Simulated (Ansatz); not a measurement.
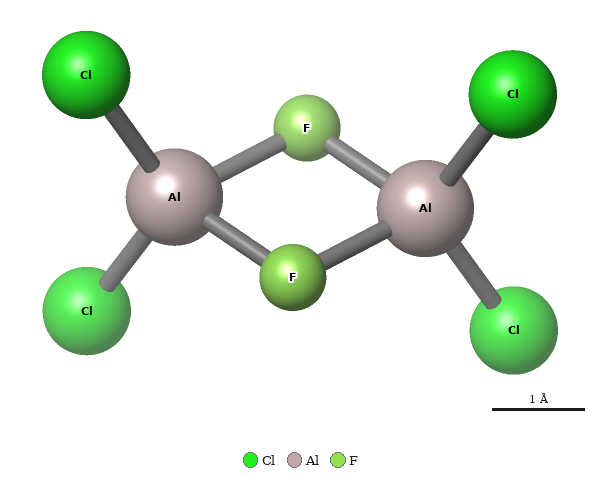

*The structure as given in the input (ball-and-stick view, seen at a tilt). Sticks mark near contacts.*

Run report: Al₂Cl₄F₂, molecular dynamics (part 1 of 3)

The run: molecular dynamics of Al₂Cl₄F₂, SMILES [Cl][Al-]1([Cl])[F+][Al-]([Cl])([Cl])[F+]1. Method and program: RKS BLYP-d3bjatm/def2-SVP (Ansatz 0.2.0).

The geometry comes from this level: PBE0-D4/def2-TZVP.

**Output**
```
Functional definition: BLYP
  name "BLYP"
  cite "Becke, Phys. Rev. A 38, 3098 (1988) doi:10.1103/PhysRevA.38.3098"
  cite "Lee, Yang & Parr, Phys. Rev. B 37, 785 (1988) doi:10.1103/PhysRevB.37.785"
  parameter beta = 0.0042
  parameter a = 0.04918
  parameter b = 0.132
  parameter c = 0.2533
  parameter d = 0.349
  exchange = b88_x(beta = beta)
  correlation = lyp_c(a = a, b = b, c = c, d = d)
1462 factors; their error is unknown
mean field evaluation 1: about -68702.6430 eV, gradient 4.9e1 eV
mean field evaluation 2: about -68695.9710 eV, gradient 8.3e1 eV
mean field evaluation 4: about -68706.6537 eV, gradient 1.8e0 eV
mean field evaluation 8: about -68706.5543 eV, gradient 6.0e-3 eV
mean field -68706.55433819 eV, -2524.9193009531 hartree, gradient 7.1e-5 eV, S^2 0.000000; 0 other end points of the search recorded, 0 dependent functions left out
the calculation of the forces begins
reference -68706.55473114 eV, -2524.9193153940 hartree; 56, 56 occupied and 80, 80 virtual orbitals, 1462 factors
md step     0: t =     0.00 fs  T =  1312.5 K  F+E_penalty+E_count = -68707.26629962 eV  E_kin = 1.357230 eV  (25 SCF iters)
these checks for a lower state are left out or cut short: starts, cluster_reference, orbital_swaps, neighbouring_geometries, increment
1462 factors; their error is unknown
mean field evaluation 16: about -68706.6597 eV, gradient 1.1e-3 eV
mean field -68706.55291157 eV, -2524.9192485261 hartree, gradient 1.3e-5 eV, S^2 0.000000; 0 other end points of the search recorded, 0 dependent functions left out
the calculation of the forces begins
reference -68706.55330448 eV, -2524.9192629651 hartree; 56, 56 occupied and 80, 80 virtual orbitals, 1462 factors
md step     1: t =     0.50 fs  T =  1358.3 K  F+E_penalty+E_count = -68707.26500014 eV  E_kin = 1.404580 eV  (28 SCF iters)
[... from here on the SCF iterations and repeated set-up lines of each step are left out, up to the last step ...]
md step     2: t =     1.00 fs  T =  1359.6 K  F+E_penalty+E_count = -68707.26001401 eV  E_kin = 1.405930 eV  (28 SCF iters)
md step     3: t =     1.50 fs  T =  1429.9 K  F+E_penalty+E_count = -68707.25210960 eV  E_kin = 1.478610 eV  (28 SCF iters)
md step     4: t =     2.00 fs  T =  1418.2 K  F+E_penalty+E_count = -68707.24139510 eV  E_kin = 1.466569 eV  (28 SCF iters)
md step     5: t =     2.50 fs  T =  1471.5 K  F+E_penalty+E_count = -68707.22713911 eV  E_kin = 1.521658 eV  (28 SCF iters)
md step     6: t =     3.00 fs  T =  1462.0 K  F+E_penalty+E_count = -68707.20878574 eV  E_kin = 1.511853 eV  (29 SCF iters)
md step     7: t =     3.50 fs  T =  1544.9 K  F+E_penalty+E_count = -68707.18596778 eV  E_kin = 1.597548 eV  (28 SCF iters)
md step     8: t =     4.00 fs  T =  1475.7 K  F+E_penalty+E_count = -68707.16012083 eV  E_kin = 1.525969 eV  (29 SCF iters)
md step     9: t =     4.50 fs  T =  1420.2 K  F+E_penalty+E_count = -68707.13334417 eV  E_kin = 1.468564 eV  (30 SCF iters)
md step    10: t =     5.00 fs  T =  1452.4 K  F+E_penalty+E_count = -68707.10491579 eV  E_kin = 1.501860 eV  (29 SCF iters)
md step    11: t =     5.50 fs  T =  1547.2 K  F+E_penalty+E_count = -68707.07392245 eV  E_kin = 1.599967 eV  (30 SCF iters)
md step    12: t =     6.00 fs  T =  1558.8 K  F+E_penalty+E_count = -68707.04192976 eV  E_kin = 1.611872 eV  (29 SCF iters)
md step    13: t =     6.50 fs  T =  1558.4 K  F+E_penalty+E_count = -68707.00973540 eV  E_kin = 1.611522 eV  (30 SCF iters)
md step    14: t =     7.00 fs  T =  1556.2 K  F+E_penalty+E_count = -68706.97645008 eV  E_kin = 1.609193 eV  (30 SCF iters)
md step    15: t =     7.50 fs  T =  1504.9 K  F+E_penalty+E_count = -68706.94250652 eV  E_kin = 1.556214 eV  (30 SCF iters)
md step    16: t =     8.00 fs  T =  1367.4 K  F+E_penalty+E_count = -68706.90879454 eV  E_kin = 1.413962 eV  (29 SCF iters)
md step    17: t =     8.50 fs  T =  1298.0 K  F+E_penalty+E_count = -68706.87597806 eV  E_kin = 1.342276 eV  (28 SCF iters)
md step    18: t =     9.00 fs  T =  1331.0 K  F+E_penalty+E_count = -68706.84553594 eV  E_kin = 1.376375 eV  (29 SCF iters)
md step    19: t =     9.50 fs  T =  1271.4 K  F+E_penalty+E_count = -68706.81747514 eV  E_kin = 1.314767 eV  (29 SCF iters)
md step    20: t =    10.00 fs  T =  1157.6 K  F+E_penalty+E_count = -68706.79162654 eV  E_kin = 1.197006 eV  (30 SCF iters)
md step    21: t =    10.50 fs  T =  1108.2 K  F+E_penalty+E_count = -68706.76871741 eV  E_kin = 1.145950 eV  (30 SCF iters)
md step    22: t =    11.00 fs  T =  1038.4 K  F+E_penalty+E_count = -68706.74868695 eV  E_kin = 1.073788 eV  (29 SCF iters)
md step    23: t =    11.50 fs  T =   966.2 K  F+E_penalty+E_count = -68706.73153667 eV  E_kin = 0.999166 eV  (30 SCF iters)
md step    24: t =    12.00 fs  T =   943.7 K  F+E_penalty+E_count = -68706.71841787 eV  E_kin = 0.975882 eV  (30 SCF iters)
md step    25: t =    12.50 fs  T =   943.2 K  F+E_penalty+E_count = -68706.70898238 eV  E_kin = 0.975369 eV  (30 SCF iters)
md step    26: t =    13.00 fs  T =   863.3 K  F+E_penalty+E_count = -68706.70230278 eV  E_kin = 0.892671 eV  (30 SCF iters)
md step    27: t =    13.50 fs  T =   867.3 K  F+E_penalty+E_count = -68706.69806006 eV  E_kin = 0.896880 eV  (30 SCF iters)
md step    28: t =    14.00 fs  T =   844.0 K  F+E_penalty+E_count = -68706.69591371 eV  E_kin = 0.872778 eV  (30 SCF iters)
md step    29: t =    14.50 fs  T =   856.8 K  F+E_penalty+E_count = -68706.69658869 eV  E_kin = 0.885996 eV  (30 SCF iters)
md step    30: t =    15.00 fs  T =   940.2 K  F+E_penalty+E_count = -68706.69994680 eV  E_kin = 0.972192 eV  (30 SCF iters)
md step    31: t =    15.50 fs  T =   924.6 K  F+E_penalty+E_count = -68706.70520305 eV  E_kin = 0.956086 eV  (30 SCF iters)
md step    32: t =    16.00 fs  T =   976.5 K  F+E_penalty+E_count = -68706.71196892 eV  E_kin = 1.009742 eV  (30 SCF iters)
md step    33: t =    16.50 fs  T =   977.5 K  F+E_penalty+E_count = -68706.72064039 eV  E_kin = 1.010861 eV  (30 SCF iters)
md step    34: t =    17.00 fs  T =   971.1 K  F+E_penalty+E_count = -68706.73085113 eV  E_kin = 1.004239 eV  (30 SCF iters)
md step    35: t =    17.50 fs  T =  1024.4 K  F+E_penalty+E_count = -68706.74273636 eV  E_kin = 1.059279 eV  (30 SCF iters)
md step    36: t =    18.00 fs  T =  1076.2 K  F+E_penalty+E_count = -68706.75669771 eV  E_kin = 1.112893 eV  (28 SCF iters)
md step    37: t =    18.50 fs  T =  1114.0 K  F+E_penalty+E_count = -68706.77001127 eV  E_kin = 1.152001 eV  (30 SCF iters)
md step    38: t =    19.00 fs  T =  1168.2 K  F+E_penalty+E_count = -68706.78260634 eV  E_kin = 1.208059 eV  (30 SCF iters)
md step    39: t =    19.50 fs  T =  1145.4 K  F+E_penalty+E_count = -68706.79449880 eV  E_kin = 1.184449 eV  (30 SCF iters)
md step    40: t =    20.00 fs  T =  1166.5 K  F+E_penalty+E_count = -68706.80447391 eV  E_kin = 1.206236 eV  (30 SCF iters)
md step    41: t =    20.50 fs  T =  1185.6 K  F+E_penalty+E_count = -68706.81340318 eV  E_kin = 1.225965 eV  (29 SCF iters)
md step    42: t =    21.00 fs  T =  1229.2 K  F+E_penalty+E_count = -68706.82001112 eV  E_kin = 1.271043 eV  (29 SCF iters)
md step    43: t =    21.50 fs  T =  1160.7 K  F+E_penalty+E_count = -68706.82251948 eV  E_kin = 1.200280 eV  (29 SCF iters)
md step    44: t =    22.00 fs  T =  1134.8 K  F+E_penalty+E_count = -68706.82317259 eV  E_kin = 1.173469 eV  (30 SCF iters)
md step    45: t =    22.50 fs  T =  1094.5 K  F+E_penalty+E_count = -68706.82331398 eV  E_kin = 1.131834 eV  (30 SCF iters)
md step    46: t =    23.00 fs  T =  1108.8 K  F+E_penalty+E_count = -68706.82131933 eV  E_kin = 1.146595 eV  (30 SCF iters)
md step    47: t =    23.50 fs  T =  1088.1 K  F+E_penalty+E_count = -68706.81776460 eV  E_kin = 1.125226 eV  (30 SCF iters)
md step    48: t =    24.00 fs  T =  1177.5 K  F+E_penalty+E_count = -68706.81259292 eV  E_kin = 1.217612 eV  (30 SCF iters)
md step    49: t =    24.50 fs  T =  1144.1 K  F+E_penalty+E_count = -68706.80358641 eV  E_kin = 1.183078 eV  (30 SCF iters)
these checks for a lower state are left out or cut short: starts, cluster_reference, orbital_swaps, neighbouring_geometries, increment
1462 factors; their error is unknown
mean field -68706.09791938 eV, -2524.9025278714 hartree, gradient 5.6e-6 eV, S^2 0.000000; 0 other end points of the search recorded, 0 dependent functions left out
the calculation of the forces begins
reference -68706.09831628 eV, -2524.9025424572 hartree; 56, 56 occupied and 80, 80 virtual orbitals, 1462 factors
1462 factors; their error is unknown
mean field evaluation 416: about -68706.0979 eV, gradient 2.9e-4 eV
mean field -68706.09791938 eV, -2524.9025278714 hartree, gradient 5.5e-6 eV, S^2 0.000000; 1 other end points of the search recorded, 0 dependent functions left out
the calculation of the forces begins
reference -68706.09831628 eV, -2524.9025424572 hartree; 56, 56 occupied and 80, 80 virtual orbitals, 1462 factors
md step    50: t =    25.00 fs  T =  1084.3 K  F+E_penalty+E_count = -68706.79169830 eV  E_kin = 1.121210 eV  (28 SCF iters)
```

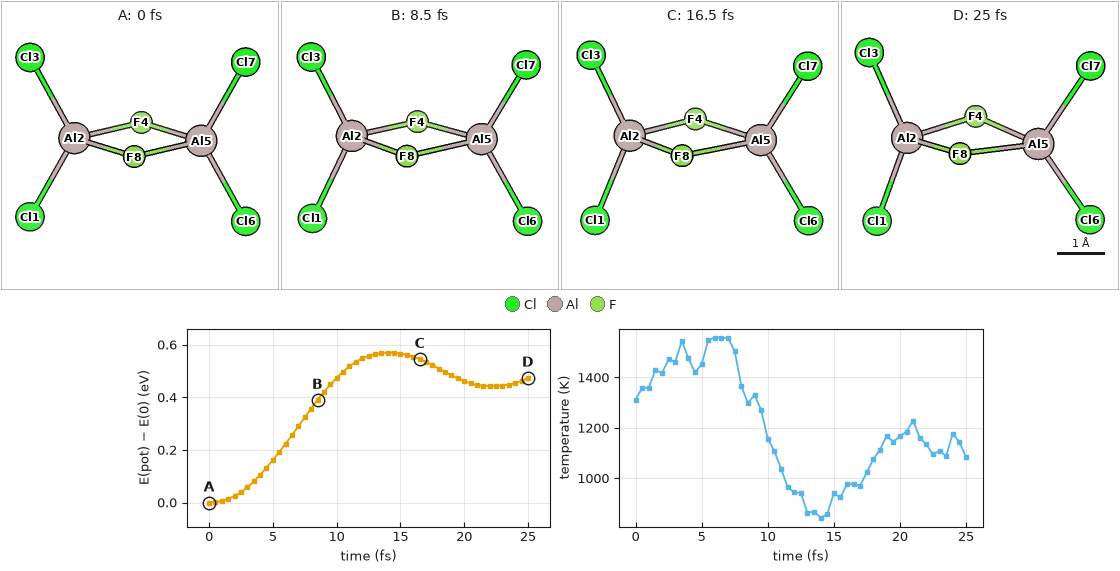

*Frames of the molecular dynamics (ball-and-stick, seen at a tilt) above the curves, on which the letters mark them.*

The trajectory kept here has 51 frames over 25 fs. The temperature starts at 1312 K, ranges from 844 to 1559 K and averages 1049 K over the second half. The potential energy ends 0.475 eV above its first value. After an unweighted best fit of the last frame on the first, the root-mean-square displacement is 0.20 Å, and F8 has moved furthest (0.32 Å).

```
Total energy: -68706.79209520 eV, -2524.9280383622 hartree
Atom 0 at    -0.982296    -2.127702     1.702055 Å, force    -0.383586    -0.443500     0.559808 eV/Å
Atom 1 at     0.364129    -1.452897     0.296501 Å, force     0.379000     0.305899     0.223896 eV/Å
Atom 2 at     2.188018    -2.067126    -0.403048 Å, force     0.835220    -0.705988    -0.262068 eV/Å
Atom 3 at     0.801426     0.298065     0.811104 Å, force    -0.770321     0.292995    -0.056019 eV/Å
Atom 4 at    -0.340343     1.261108    -0.242155 Å, force     1.169930    -0.315279    -1.176288 eV/Å
Atom 5 at    -1.937852     2.270908     0.615635 Å, force    -0.312283    -0.258736     0.220782 eV/Å
Atom 6 at     0.820639     2.400280    -1.654896 Å, force    -0.428093    -0.601638     0.440329 eV/Å
Atom 7 at    -0.553426    -0.711733    -0.997845 Å, force    -0.489866     1.726246     0.049561 eV/Å
Dipole moment:    -0.147901    -0.070777     0.083254 e Å
```

**Trajectory as extended XYZ (Å, eV, eV/Å), 51 frames, from step=0 to step=50**
```
8
Properties=species:S:1:pos:R:3:forces:R:3 step=0 time_fs=0.0 energy=-68707.26630 temperature=1312.5
Cl   -0.8797   -2.3010    1.6674   -0.3435  -0.2700   0.3522
Al    0.3632   -1.2791    0.3717    0.1353  -0.4710   0.1386
Cl    2.1165   -2.0494   -0.4034    0.4774  -0.2014  -0.2152
F     0.5909    0.4320    0.9084    0.4045   0.2932   0.6212
Al   -0.3634    1.2791   -0.3715   -0.1347   0.4710  -0.1387
Cl   -2.1163    2.0513    0.4026   -0.4775   0.2016   0.2151
Cl    0.8807    2.2991   -1.6676    0.3436   0.2698  -0.3520
F    -0.5919   -0.4320   -0.9076   -0.4051  -0.2933  -0.6212
8
Properties=species:S:1:pos:R:3:forces:R:3 step=1 time_fs=0.5 energy=-68707.26500 temperature=1358.3
Cl   -0.8814   -2.2973    1.6699   -0.3076  -0.2541   0.3221
Al    0.3653   -1.2821    0.3677   -0.0125  -0.4980   0.2045
Cl    2.1151   -2.0476   -0.4042    0.5785  -0.2519  -0.2575
F     0.5921    0.4251    0.9055    0.4130   0.3657   0.6239
Al   -0.3591    1.2813   -0.3714   -0.2770   0.2836  -0.0680
Cl   -2.1136    2.0547    0.4063   -0.4224   0.1754   0.1930
Cl    0.8768    2.2986   -1.6673    0.4174   0.3230  -0.4250
F    -0.5930   -0.4404   -0.9096   -0.3893  -0.1439  -0.5930
8
Properties=species:S:1:pos:R:3:forces:R:3 step=2 time_fs=1.0 energy=-68707.26001 temperature=1359.6
Cl   -0.8829   -2.2938    1.6727   -0.2710  -0.2374   0.2915
Al    0.3673   -1.2852    0.3637   -0.1617  -0.5205   0.2797
Cl    2.1134   -2.0461   -0.4052    0.6847  -0.3036  -0.3016
F     0.5938    0.4188    0.9028    0.4189   0.4270   0.6220
Al   -0.3547    1.2832   -0.3711   -0.4211   0.1064   0.0063
Cl   -2.1107    2.0582    0.4103   -0.3668   0.1484   0.1701
Cl    0.8730    2.2980   -1.6668    0.4914   0.3765  -0.5003
F    -0.5943   -0.4493   -0.9113   -0.3745   0.0032  -0.5678
8
Properties=species:S:1:pos:R:3:forces:R:3 step=3 time_fs=1.5 energy=-68707.25211 temperature=1429.9
Cl   -0.8841   -2.2901    1.6754   -0.2377  -0.2237   0.2644
Al    0.3694   -1.2886    0.3595   -0.3123  -0.5259   0.3578
Cl    2.1115   -2.0447   -0.4061    0.7968  -0.3574  -0.3486
F     0.5960    0.4130    0.9007    0.4150   0.4771   0.6051
Al   -0.3503    1.2852   -0.3707   -0.5618  -0.0688   0.0897
Cl   -2.1080    2.0618    0.4143   -0.3105   0.1206   0.1468
Cl    0.8692    2.2974   -1.6662    0.5657   0.4304  -0.5773
F    -0.5960   -0.4586   -0.9131   -0.3551   0.1477  -0.5379
8
Properties=species:S:1:pos:R:3:forces:R:3 step=4 time_fs=2.0 energy=-68707.24140 temperature=1418.2
Cl   -0.8852   -2.2863    1.6782   -0.2090  -0.2141   0.2422
Al    0.3715   -1.2924    0.3556   -0.4638  -0.5105   0.4289
Cl    2.1099   -2.0436   -0.4068    0.9117  -0.4123  -0.3964
F     0.5985    0.4076    0.8987    0.4057   0.5178   0.5813
Al   -0.3462    1.2871   -0.3703   -0.6988  -0.2422   0.1795
Cl   -2.1054    2.0659    0.4184   -0.2542   0.0921   0.1230
Cl    0.8654    2.2968   -1.6657    0.6400   0.4853  -0.6562
F    -0.5976   -0.4682   -0.9151   -0.3317   0.2840  -0.5024
8
Properties=species:S:1:pos:R:3:forces:R:3 step=5 time_fs=2.5 energy=-68707.22714 temperature=1471.5
Cl   -0.8863   -2.2825    1.6811   -0.1796  -0.2037   0.2189
Al    0.3738   -1.2963    0.3519   -0.6221  -0.4901   0.5027
Cl    2.1082   -2.0425   -0.4074    1.0334  -0.4698  -0.4467
F     0.6012    0.4024    0.8966    0.3945   0.5552   0.5569
Al   -0.3422    1.2887   -0.3699   -0.8349  -0.4022   0.2727
Cl   -2.1028    2.0706    0.4223   -0.1960   0.0614   0.0984
Cl    0.8615    2.2962   -1.6650    0.7138   0.5401  -0.7356
F    -0.5990   -0.4778   -0.9173   -0.3091   0.4091  -0.4672
8
Properties=species:S:1:pos:R:3:forces:R:3 step=6 time_fs=3.0 energy=-68707.20879 temperature=1462.0
Cl   -0.8872   -2.2786    1.6841   -0.1518  -0.1942   0.1960
Al    0.3760   -1.3002    0.3481   -0.7802  -0.4715   0.5781
Cl    2.1064   -2.0413   -0.4081    1.1598  -0.5296  -0.4987
F     0.6040    0.3968    0.8943    0.3821   0.5989   0.5348
Al   -0.3385    1.2905   -0.3695   -0.9675  -0.5570   0.3723
Cl   -2.1004    2.0756    0.4262   -0.1385   0.0302   0.0740
Cl    0.8577    2.2958   -1.6639    0.7894   0.5976  -0.8181
F    -0.5998   -0.4873   -0.9197   -0.2933   0.5256  -0.4386
```
